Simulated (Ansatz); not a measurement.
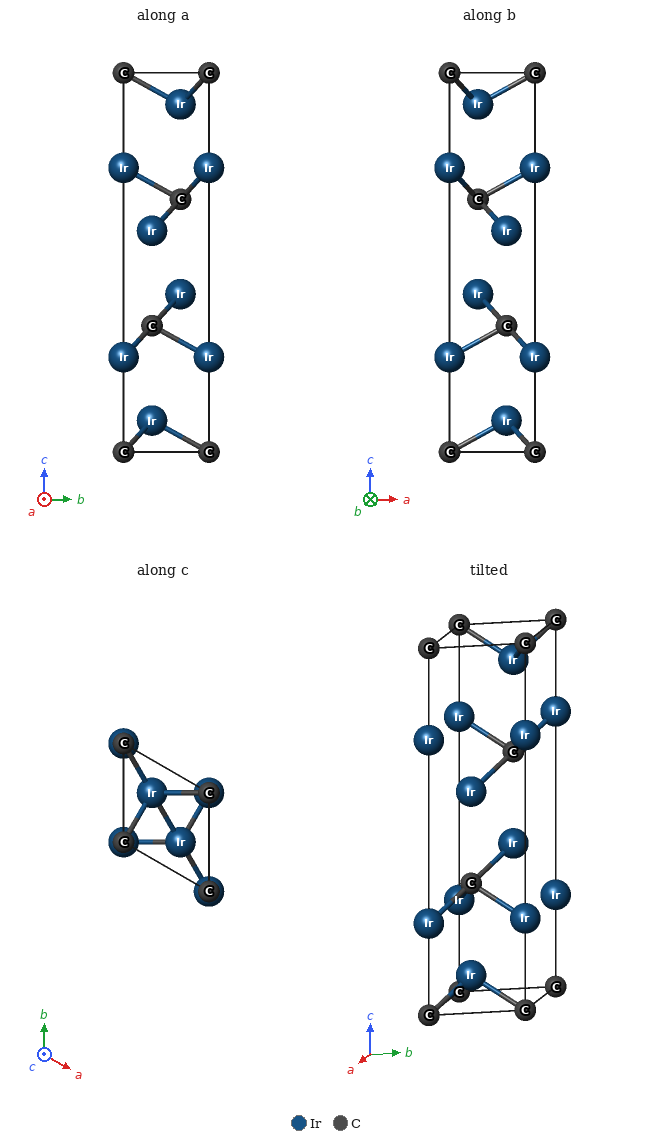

Ball-and-stick representation of a periodic structure, projected along the a axis, along the b axis, along the c axis and slightly off an axis. Thin lines show the conventional unit cell, with boundary atoms drawn in all their periodic places.

Lattice parameters: a = 3.217 Å, b = 3.217 Å, c = 12.365 Å, α = 90.00°, β = 90.00°, γ = 120.00°.

### Put the structure into a table of Wyckoff sites.

Space group R-3m:H (No. 166).
```csv
atom,site,x,y,z
Ir,6c,0.6667,0.3333,0.0831
C,3a,0.0000,0.0000,0.0000
```

Origin of the cell: a structure type filled with these elements by a generator (whether the compound takes this form wasn't checked). This is the structure after a relaxation with Ansatz, DFT PBE, scalar-relativistic, plane waves, PAW.
